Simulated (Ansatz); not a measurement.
A series of calculations on ZrHCl4F

Part 1: Relaxation

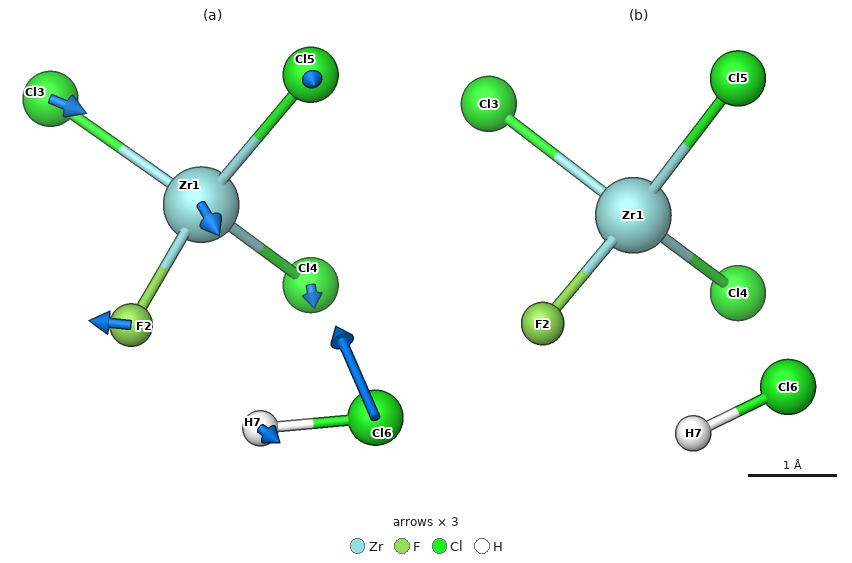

The structure of ZrHCl$_{4}$F before (left) and after (right) a relaxation, at one scale. The blue arrows give the displacements, magnified 3 times.

A ball-and-stick model, seen from a free direction.

The run prepares an end point of a later path (reaction) calculation, from a guessed geometry.

Theory: RKS BHLYP-D4/def2-SVP in Ansatz.

The input:
```yaml
crystal:
  periodic: [false, false, false]
  atoms:
    - { symbol: Zr, position_ang: [0.162672, 0.0, -0.161743] }
    - { symbol: F, position_ang: [0.039267, 0.0, 1.778209] }
    - { symbol: Cl, position_ang: [2.417236, 0.0, -0.723735] }
    - { symbol: Cl, position_ang: [-0.774781, 1.924287, -1.071943] }
    - { symbol: Cl, position_ang: [-0.774781, -1.924287, -1.071943] }
    - { symbol: Cl, position_ang: [-3.072556, 0.0, 1.665652] }
    - { symbol: H, position_ang: [-1.981157, 0.0, 2.421804] }
basis:
  gaussian: { orbitals: def2-SVP }
hamiltonian:
  xc: { name: BHLYP }
  dispersion: d4
relax:
  f_tol: 0.03
  max_steps: 50
```

Launched with:
```bash
ansatz run input.yaml --threads 4 --pin off --max-ram 5120MiB --backend cpu --events-out ev --progress --plain --runs-dir out
```

> Summarise the run.

Over 7 accepted moves (8 points after the start) the energy falls by 0.132 eV. The largest force component goes from 1.2 to 0.017 eV/Å. The line search rejected the trial step at point 3 of the run. Cl6 moves most after the best rigid fit: 0.48 Å. By element the largest moves are Cl 0.48 Å, Zr 0.17 Å, F 0.17 Å, H 0.11 Å. Among the contacts that change: Zr1–Cl6 3.716 → 3.084 Å, Cl6–H7 1.328 → 1.285 Å, Zr1–F2 1.944 → 1.901 Å, Zr1–Cl4 2.326 → 2.341 Å. Among the angles between lasting bonds that change: F2–Zr1–Cl3 107.6° → 101.5°, F2–Zr1–Cl4 111.4° → 115.8°, Cl3–Zr1–Cl4 107.2° → 103.5°. The run took 25 s on 4 threads of Arm Neoverse V2, with other jobs on the host, peak memory 0.34 GiB.

Part 2: Relaxation

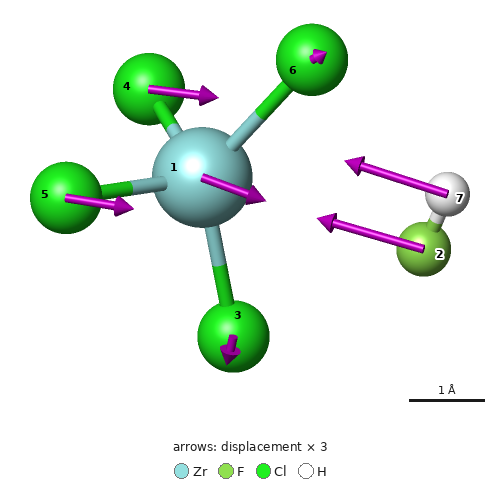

This is a relaxation of ZrHCl4F. The starting structure is drawn; purple arrows show the displacements, magnified 3 times. The two geometries are superimposed by the best rigid fit.

A ball-and-stick model, seen at a tilt.

The run prepares an end point of a later path (reaction) calculation, from a guessed geometry.

All numbers below come from Ansatz 0.2.0, RKS BHLYP-D4/def2-SVP.

Input file:
```yaml
crystal:
  periodic: [false, false, false]
  atoms:
    - { symbol: Zr, position_ang: [-0.599587, -2.3e-05, -0.434711] }
    - { symbol: F, position_ang: [0.085996, 0.0018, 2.66594] }
    - { symbol: Cl, position_ang: [1.686304, -0.000203, -0.030127] }
    - { symbol: Cl, position_ang: [-0.94024, 1.862235, -1.75862] }
    - { symbol: Cl, position_ang: [-0.940596, -1.862256, -1.758546] }
    - { symbol: Cl, position_ang: [-2.512119, 0.000185, 1.137153] }
    - { symbol: H, position_ang: [-0.763857, -0.001738, 3.015212] }
basis:
  gaussian: { orbitals: def2-SVP }
hamiltonian:
  xc: { name: BHLYP }
  dispersion: d4
relax:
  f_tol: 0.03
  max_steps: 50
output:
  orbitals: {}
```

Run as
```bash
ansatz run input.yaml --threads 4 --pin off --max-ram 5120MiB --backend cpu --events-out ev --progress --plain --runs-dir out
```

Describe the change and its energy.

Answer. The atom that moves furthest after the best rigid fit is F2 (0.51 Å). By element the largest moves are F 0.51 Å, H 0.49 Å, Cl 0.32 Å, Zr 0.31 Å. Some distances before and after: Zr1–F2 3.176 → 2.356 Å, Zr1–H7 3.454 → 2.690 Å, Zr1–Cl6 2.476 → 2.443 Å, Zr1–Cl3 2.321 → 2.353 Å. New bonds form, among them: Zr1–F2 (3.18 → 2.36 Å). Among the angles between lasting bonds that change: Cl3–Zr1–Cl6 130.5° → 144.9°, Cl4–Zr1–Cl6 104.5° → 99.2°, Cl3–Zr1–Cl4 104.2° → 101.2°. After 6 accepted moves (7 points after the start) the energy has fallen by 0.282 eV. Largest force component: 0.99 eV/Å at the start, 0.027 eV/Å at the end. The line search rejected the trial step at point 4 of the run.

Limits of the set-up: the start holds two separate molecules, 2.6 Å apart at their closest, whose relative position is a soft coordinate.

Part 3: Path

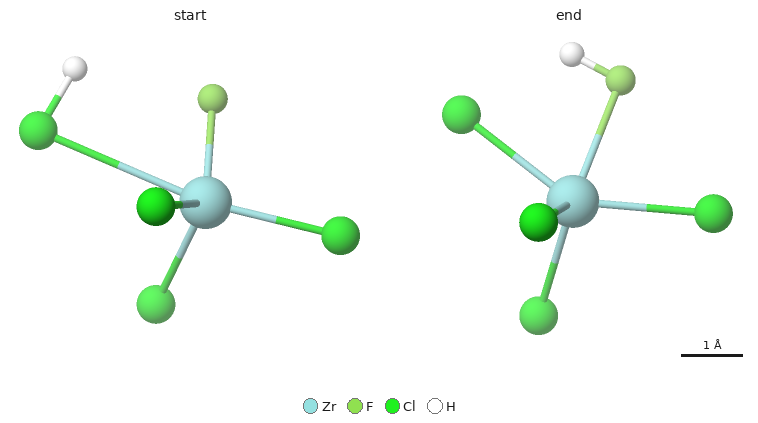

The two relaxed end points of a path for ZrHCl4F, made up at the start of ZrCl₃F and HCl. Style: ball-and-stick. Shown from a free direction.

Level of theory: RKS BHLYP-D4/def2-SVP (Ansatz).

Run with 9 movable images; climbing image; force threshold 0.03 eV/Å; iteration limit 60.

Start:
```xyz
7

Zr    0.0265    0.0000   -0.0572
F     0.1963    0.0003    1.8361
Cl    2.2582    0.0000   -0.7253
Cl   -0.8281    1.9637   -1.0031
Cl   -0.8280   -1.9638   -1.0031
Cl   -2.7243    0.0005    1.3376
H    -2.0846   -0.0005    2.4514
```

End:
```xyz
7

Zr   -0.4997    0.0000   -0.1329
F    -0.0696    0.0021    2.1833
Cl    1.8483   -0.0008    0.0209
Cl   -0.8644    1.8754   -1.4462
Cl   -0.8653   -1.8752   -1.4463
Cl   -2.5869    0.0006    1.1374
H    -0.9464   -0.0020    2.5201
```

What barrier does the band find between them, and by what path?

Answer. The energy climbs by 50.0 kJ/mol to image 6 and then falls by 25.6 kJ/mol, so the end point sits at +24.4 kJ/mol. A hydrogen atom shifts from one atom to another. Breaking: Cl6–H7 (1.28 → 1.51 at the top → 2.15 Å). Forming: F2–H7 (2.36 → 1.18 at the top → 0.94 Å). The band converged in 9 iterations. The largest component of the band force went from 3.9 to 0.024 eV/Å. The climbing image converged on the top of the path. Its vibrational analysis gives one imaginary mode (731i cm⁻¹), as a transition state must have.

Energies of the converged images:

| image | path (Å) | E (kJ/mol) |
| --- | --- | --- |
| 0 | 0.00 | 0.0 |
| 1 | 0.21 | 1.1 |
| 2 | 0.42 | 4.8 |
| 3 | 0.63 | 11.7 |
| 4 | 0.84 | 23.0 |
| 5 | 1.05 | 39.0 |
| 6 | 1.26 | 50.0 |
| 7 | 1.45 | 41.5 |
| 8 | 1.65 | 31.5 |
| 9 | 1.84 | 26.0 |
| 10 | 2.04 | 24.4 |

The geometry at the top of the path:

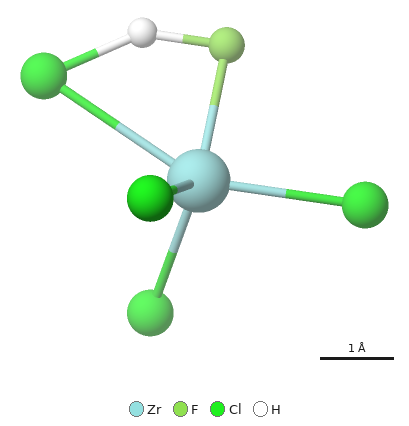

The run took 3.7 min on 4 threads of Arm Neoverse V2 (shared host), peak memory 0.35 GiB.
